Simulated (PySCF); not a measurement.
**C8H20N2Si3: one change and its effect**

System: C8H20N2Si3, SMILES C=C[Si@@H](N[Si@H](C)C=C)N[Si@@H](C)C=C.
Method of the first run: GIAO WP04/6-31G* NMR shielding, non-relativistic, gas phase (PySCF 2.14.0).

The geometry comes from this level: GFN2-xTB. Text and figures count atoms from 1; the logs count them from 0 in places.

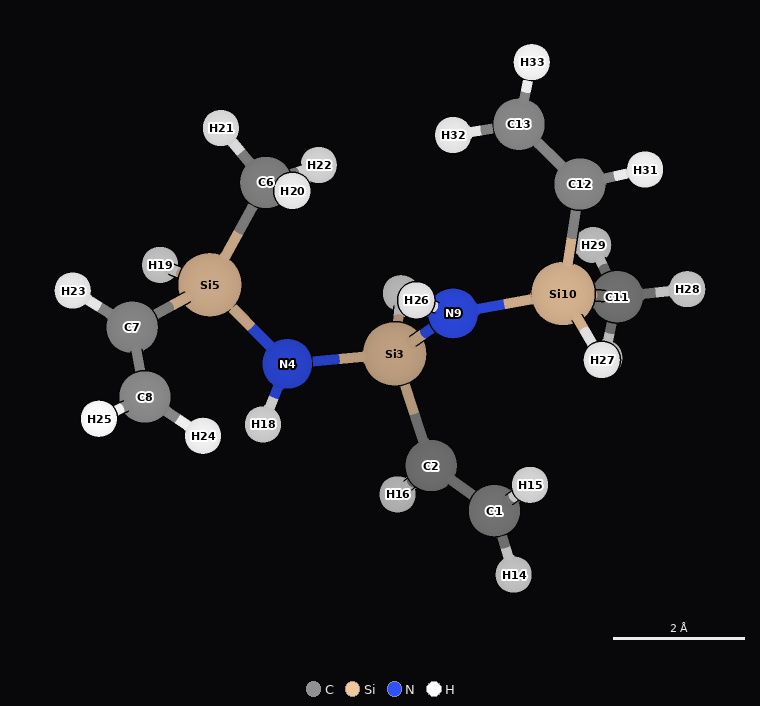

**Figure 1.** The structure (ball-and-stick view, seen at a tilt; atoms are numbered from 1 in the order of the input). Bond lengths as drawn: C–C 1.32 Å, C–H 1.08 to 1.09 Å, C–Si 1.88 to 1.90 Å, H–N 1.01 Å, H–Si 1.47 to 1.48 Å and N–Si 1.73 to 1.74 Å.

The input, the first run:
```
{"job": {"xc": "WP04", "basis": "6-31G*", "kind": "nmr", "pop": false}, "charge": 0, "multiplicity": 1}
C     -0.329518    -3.549427     0.610347
C      0.590492    -2.713372     1.060149
Si     0.550463    -0.841345     0.854995
N      1.942381    -0.416897    -0.092498
Si     2.663969     1.128053    -0.388403
C      1.319731     2.464975    -0.339694
C      3.492745     1.087625    -2.084265
C      3.314324     0.150649    -3.001467
N     -0.845698    -0.285280    -0.004137
Si    -2.538669    -0.453465     0.322836
C     -2.749728    -1.036077     2.114001
C     -3.416629     1.197620     0.056455
C     -2.818779     2.364977    -0.119649
H     -0.272261    -4.619084     0.753847
H     -1.191649    -3.189744     0.072467
H      1.436344    -3.125153     1.598941
H      0.615254    -0.188509     2.171878
H      2.519782    -1.197577    -0.356871
H      3.691493     1.425663     0.632287
H      0.653884     2.395510    -1.195186
H      1.754990     3.459576    -0.344675
H      0.722796     2.365392     0.560639
H      4.160214     1.908949    -2.316440
H      2.659230    -0.687813    -2.825812
H      3.803761     0.170458    -3.964357
H     -0.628493     0.208902    -0.854203
H     -3.139048    -1.433700    -0.609833
H     -3.792644    -1.226147     2.347609
H     -2.383238    -0.292104     2.814270
H     -2.195043    -1.952234     2.286867
H     -4.500408     1.175481     0.054574
H     -1.744172     2.448579    -0.125007
H     -3.362815     3.287343    -0.262754
```

The first line tells a small driver script what to run in PySCF; the rest is the geometry in Å.

Command:
```bash
OMP_NUM_THREADS=1 python <driver script> task.json out
```

Hardware: 1 CPU thread, shared host.

Output, shortened to warnings, some set-up lines, iterations and results (the first run):
```
coarse grid: 28088 points
[...]
cycle   1  E = -1315.0382703214  dE =  1.073e+00  |g| = 1.320e+00  |ddm| = 5.310e+00
cycle   2  E = -1314.6640406180  dE =  3.742e-01  |g| = 1.777e+00  |ddm| = 2.881e+00
cycle   3  E = -1315.4533548473  dE = -7.893e-01  |g| = 2.412e-01  |ddm| = 1.957e+00
cycle   4  E = -1315.4675059599  dE = -1.415e-02  |g| = 5.667e-02  |ddm| = 2.783e-01
cycle   5  E = -1315.4683018698  dE = -7.959e-04  |g| = 1.635e-02  |ddm| = 7.032e-02
[... 5 lines ...]
cycle  11  E = -1315.2837496576  dE = -8.156e-05  |g| = 1.944e-03  |ddm| = 1.701e-02
cycle  12  E = -1315.2837505547  dE = -8.971e-07  |g| = 3.527e-04  |ddm| = 2.006e-03
cycle  13  E = -1315.2837505841  dE = -2.939e-08  |g| = 9.044e-05  |ddm| = 4.319e-04
cycle  14  E = -1315.2837505856  dE = -1.464e-09  |g| = 5.276e-05  |ddm| = 1.145e-04
cycle  15  E = -1315.2837505863  dE = -7.240e-10  |g| = 1.563e-05  |ddm| = 6.009e-05
converged SCF energy = -1315.2837505863

GIAO shielding tensors (ppm)
atom      isotropic    diamagn.    paramagn.     s11        s22        s33       span
  0 C       62.401     260.567    -198.165    -47.379     64.347    170.237    217.616
  1 C       60.785     260.563    -199.778    -40.730     53.513    169.573    210.302
  2 Si     428.838     889.050    -460.212    402.077    431.159    453.277     51.200
  3 N      240.449     330.032     -89.583    214.684    246.830    259.832     45.148
  4 Si     420.948     884.623    -463.675    398.154    415.739    448.951     50.796
  5 C      184.689     258.245     -73.556    179.524    186.364    188.179      8.655
  6 C       60.327     254.551    -194.224    -40.922     50.761    171.142    212.064
  7 C       65.178     259.685    -194.507    -43.763     68.561    170.735    214.498
  8 N      239.170     338.058     -98.888    202.854    248.068    266.588     63.734
  9 Si     421.004     886.075    -465.071    394.537    416.895    451.581     57.043
 10 C      187.085     254.288     -67.204    183.001    187.385    190.868      7.867
 11 C       59.853     255.852    -195.999    -41.362     51.514    169.406    210.768
 12 C       64.961     261.681    -196.720    -43.315     68.177    170.019    213.334
 13 H       26.724      28.673      -1.948     24.371     26.262     29.540      5.169
 14 H       26.756      38.123     -11.367     23.319     26.171     30.778      7.460
 15 H       26.876      29.956      -3.080     25.168     26.201     29.259      4.091
 16 H       27.720      38.045     -10.324     24.448     26.808     31.905      7.456
 17 H       32.873      35.938      -3.065     24.344     31.613     42.662     18.318
 18 H       27.846      31.086      -3.240     24.084     25.811     33.645      9.561
 19 H       32.542      38.583      -6.041     29.563     31.334     36.730      7.168
 20 H       32.425      31.498       0.927     27.979     29.597     39.698     11.718
 21 H       32.065      38.649      -6.584     27.895     31.656     36.645      8.750
 22 H       26.808      24.588       2.220     25.471     26.254     28.700      3.229
 23 H       27.035      39.193     -12.158     24.401     25.259     31.446      7.046
 24 H       26.889      26.803       0.086     24.732     26.166     29.770      5.039
 25 H       32.924      45.195     -12.271     25.163     31.568     42.041     16.878
 26 H       27.799      33.808      -6.009     24.064     26.094     33.239      9.175
 27 H       32.679      28.793       3.885     28.520     29.486     40.030     11.510
 28 H       32.490      34.068      -1.579     28.855     31.123     37.490      8.635
[...]
```

The input of the second run differs as follows (lines with − go, lines with + come):
```diff
-"xc": "WP04"
+"xc": "LC-wPBE"
```

What does this change do to the results?

The total energies belong to different methods, so their difference says nothing on which is more stable or more accurate. The HOMO goes from −7.94 to −9.59 eV. The LUMO goes from −1.99 to 2.35 eV. The dipole moment goes from 0.63 to 0.76 D. Of all shieldings, the largest change is that of C11, by +15.1 ppm. The functional changes from WP04 to LC-wPBE. Exact exchange removes part of the self-interaction error of semilocal functionals, which pushes filled and empty levels apart. The SCF takes 13 iterations against 15.

Output, shortened to warnings, some set-up lines, iterations and results (the second run):
```
coarse grid: 28088 points
[...]
cycle   1  E = -1294.3660096626  dE =  1.672e+00  |g| = 6.305e-01  |ddm| = 5.017e+00
cycle   2  E = -1294.4290504737  dE = -6.304e-02  |g| = 4.524e-01  |ddm| = 8.883e-01
cycle   3  E = -1294.4736696057  dE = -4.462e-02  |g| = 8.230e-02  |ddm| = 3.918e-01
cycle   4  E = -1294.4754125008  dE = -1.743e-03  |g| = 2.805e-02  |ddm| = 1.108e-01
cycle   5  E = -1294.4756240732  dE = -2.116e-04  |g| = 3.579e-03  |ddm| = 3.083e-02
cycle   6  E = -1294.4756285413  dE = -4.468e-06  |g| = 1.495e-03  |ddm| = 7.435e-03
cycle   7  E = -1294.3064110871  dE = -8.828e-05  |g| = 8.734e-03  |ddm| = 2.872e-02
cycle   8  E = -1294.3064206215  dE = -9.534e-06  |g| = 6.972e-03  |ddm| = 1.237e-02
cycle   9  E = -1294.3064312481  dE = -1.063e-05  |g| = 7.349e-04  |ddm| = 5.095e-03
cycle  10  E = -1294.3064313889  dE = -1.408e-07  |g| = 3.274e-04  |ddm| = 9.834e-04
cycle  11  E = -1294.3064314241  dE = -3.522e-08  |g| = 3.860e-05  |ddm| = 4.915e-04
cycle  12  E = -1294.3064314182  dE =  5.954e-09  |g| = 2.191e-05  |ddm| = 9.543e-05
cycle  13  E = -1294.3064314184  dE = -1.864e-10  |g| = 5.601e-06  |ddm| = 4.333e-05
converged SCF energy = -1294.3064314184

GIAO shielding tensors (ppm)
atom      isotropic    diamagn.    paramagn.     s11        s22        s33       span
  0 C       65.776     259.142    -193.365    -55.182     66.326    186.186    241.368
  1 C       66.826     260.453    -193.627    -42.929     58.364    185.043    227.972
  2 Si     427.634     889.405    -461.771    391.081    431.947    459.873     68.792
  3 N      254.581     326.692     -72.111    229.732    259.036    274.974     45.242
  4 Si     427.951     885.564    -457.613    399.293    417.375    467.185     67.892
  5 C      199.321     257.568     -58.247    194.529    199.339    204.095      9.566
  6 C       66.772     255.285    -188.514    -43.089     56.261    187.144    230.234
  7 C       68.900     258.123    -189.223    -51.100     70.764    187.036    238.137
  8 N      251.798     334.315     -82.517    217.012    258.041    280.341     63.329
  9 Si     427.087     886.918    -459.831    394.196    418.925    468.140     73.944
 10 C      202.172     254.348     -52.176    198.402    202.529    205.586      7.184
 11 C       66.155     256.504    -190.350    -43.562     57.003    185.023    228.585
 12 C       68.650     259.703    -191.052    -50.575     70.491    186.036    236.611
 13 H       25.927      28.700      -2.773     23.210     25.615     28.956      5.747
 14 H       25.994      36.576     -10.582     22.157     25.606     30.219      8.062
 15 H       26.113      29.896      -3.783     24.448     25.437     28.454      4.006
 16 H       26.874      36.343      -9.469     23.510     26.012     31.101      7.591
 17 H       32.655      34.854      -2.198     23.583     31.030     43.353     19.769
 18 H       27.032      30.602      -3.570     23.127     24.942     33.027      9.900
 19 H       32.340      36.930      -4.590     29.049     30.723     37.247      8.198
 20 H       32.150      31.262       0.888     27.179     28.894     40.378     13.198
 21 H       31.822      36.856      -5.035     27.263     31.078     37.125      9.862
 22 H       26.024      25.253       0.771     24.723     25.513     27.836      3.113
 23 H       26.306      37.324     -11.018     23.287     24.714     30.918      7.631
 24 H       26.135      27.090      -0.954     23.635     25.526     29.245      5.610
 25 H       32.754      42.629      -9.875     24.581     31.017     42.665     18.084
 26 H       26.976      32.784      -5.808     23.116     25.197     32.614      9.498
 27 H       32.446      29.106       3.340     27.749     28.806     40.781     13.032
 28 H       32.261      33.187      -0.926     28.151     30.573     38.058      9.907
[...]
```

The two runs side by side:

```csv
quantity,the first run,the second run
outcome,converged,converged
total energy (hartree),−1315.283751,−1294.306431
HOMO (eV),−7.94,−9.59
LUMO (eV),−1.99,2.35
dipole moment (D),0.63,0.76
shielding of N4 (ppm),240.4,254.6
shielding of Si5 (ppm),420.9,428.0
shielding of C6 (ppm),184.7,199.3
shielding of C7 (ppm),60.3,66.8
shielding of N9 (ppm),239.2,251.8
shielding of C11 (ppm),187.1,202.2
shielding of C12 (ppm),59.9,66.2
SCF iterations,15,13
basis functions,234,234
wall time (shared host),90 s,2.6 min
```
